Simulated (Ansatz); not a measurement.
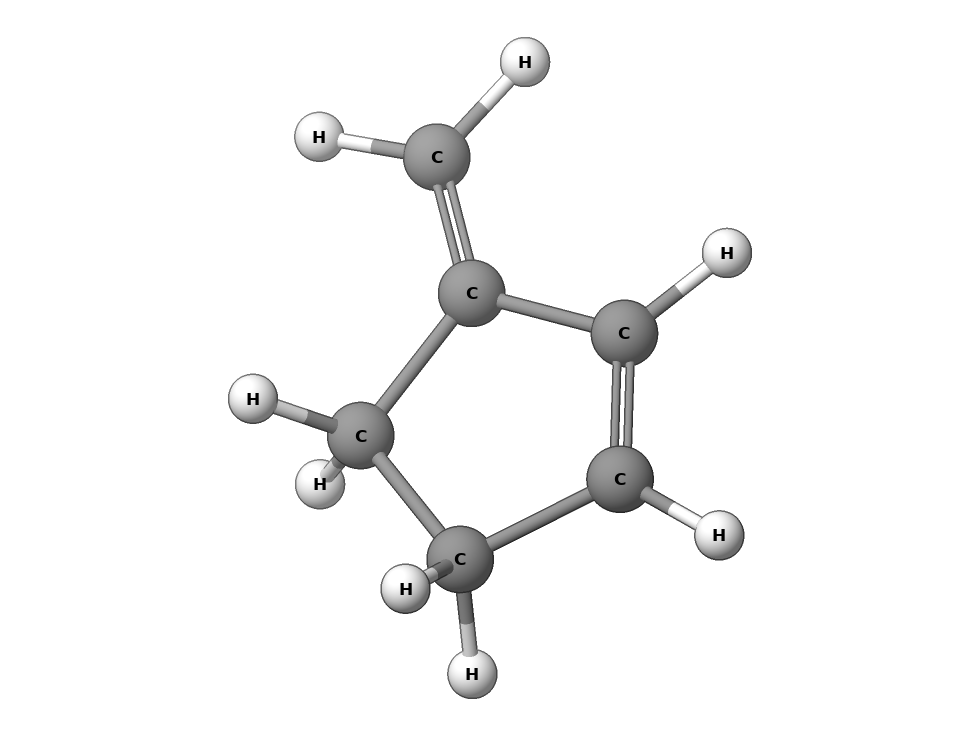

A ball-and-stick model of a molecule. Multiple sticks mark multiple bonds (one Kekulé form).

Description:

It has 14 atoms: 6 carbon and 8 hydrogen (C₆H₈). As SMILES it reads `C=C1C=CCC1`. Independent rings (smallest set): 1 of 5 members. Among its groups: alkene. The point group is Cs. Coordination: 4 C trigonal planar; 2 C tetrahedral.

The parts below concern this one geometry. Atoms keep their numbers from picture to picture. The computed structure is the end point of a PBE0-D4/def2-TZVP optimisation.

## Electronic properties

Level of theory: RKS BLYP-D4/def2-TZVPP (Ansatz 0.2.0).

**What is the dispersion correction?**

−68.2 kJ/mol.

**What is the HOMO energy (Kohn–Sham orbital)?**

−5.09 eV.

**Estimate the HOMO–LUMO gap.**

3.80 eV.

## Dipole moment

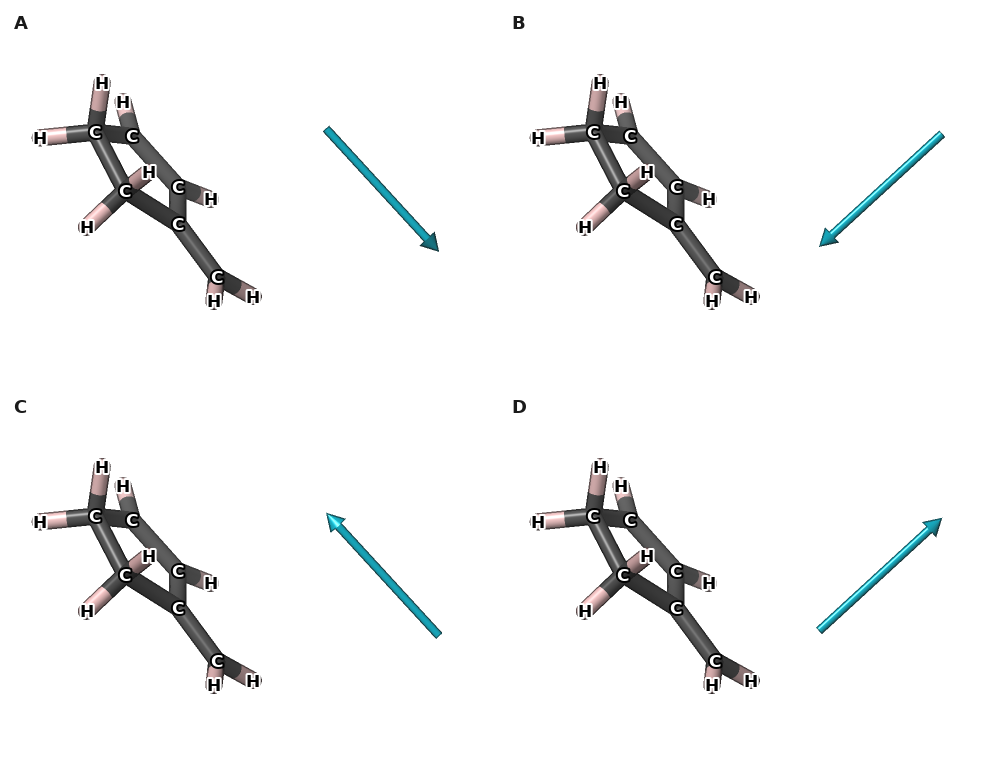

The same molecule four times, each with an arrow. Level of theory: RKS ωB97M-V/def2-TZVPP (Ansatz 0.2.0).

**Which arrow points along the dipole moment, from the negative to the positive end?**

C. The dipole moment is 0.89 D.

## Charges

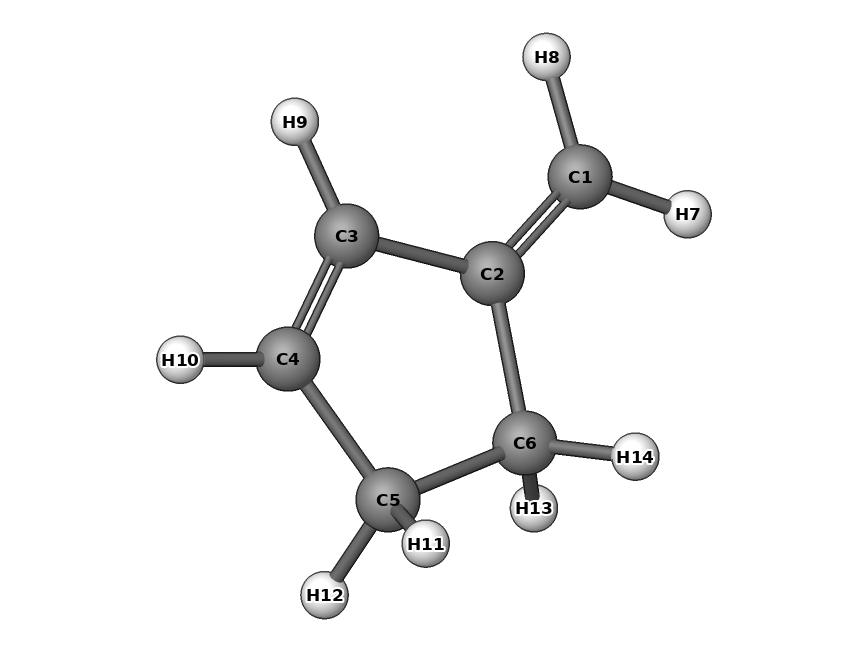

The questions are on Mulliken charges. Properties computed with RKS PBE0-D4/def2-TZVP (Ansatz 0.2.0).

List the Mulliken charges.

```csv
atom,value (e)
C1,−0.33
C2,0.06
C3,−0.19
C4,−0.17
C5,−0.11
C6,−0.19
H7,0.12
H8,0.12
H9,0.12
H10,0.12
H11,0.10
H12,0.10
H13,0.11
H14,0.11
```

Mulliken values depend strongly on the basis set and can even reverse the polarity of a bond.
